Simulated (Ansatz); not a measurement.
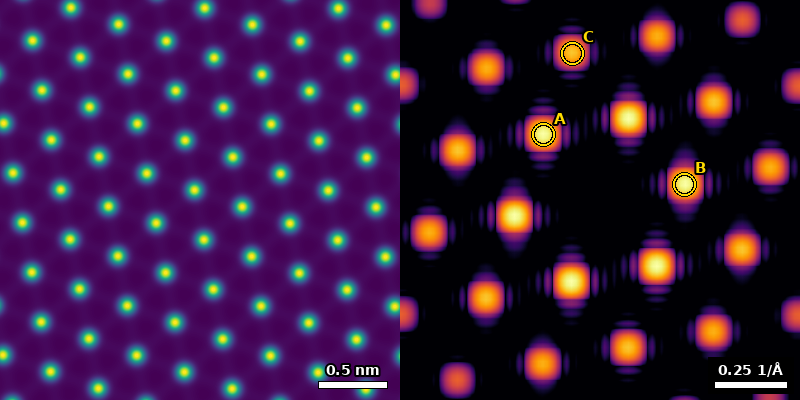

Dark-field STEM-like image of Cs$_{2}$KVN$_{6}$ (Fm-3m, No. 225) along [111]. Simulated incoherent Z contrast: every atom adds Z^1.6 spread by a probe of 0.99 Å full width; channelling and multiple scattering are left out. The probe carries 25 % of its weight in a tail 2.5 times as wide. Structure used: the end point of a relaxation with DFT, PAW plane waves, r2scan (Ansatz); the starting structure was generated, so it need not be a known form of this composition.

The right panel is the modulus of the image's Fourier transform on a logarithmic scale.

a = 9.290 Å, b = 9.290 Å, c = 9.290 Å, α = 90.00°, β = 90.00°, γ = 90.00°

Question: Index the marked spots and give their plane spacings (the zone axis points at the viewer; indices equivalent by symmetry, or all signs reversed, are as good).

Answer: A: (-2 0 2), d = 3.28 Å; B: (0 2 -2), d = 3.28 Å; C: (-4 2 2), d = 1.90 Å. A and B enclose 120°, and every spot obeys the zone law hu + kv + lw = 0 for [111].
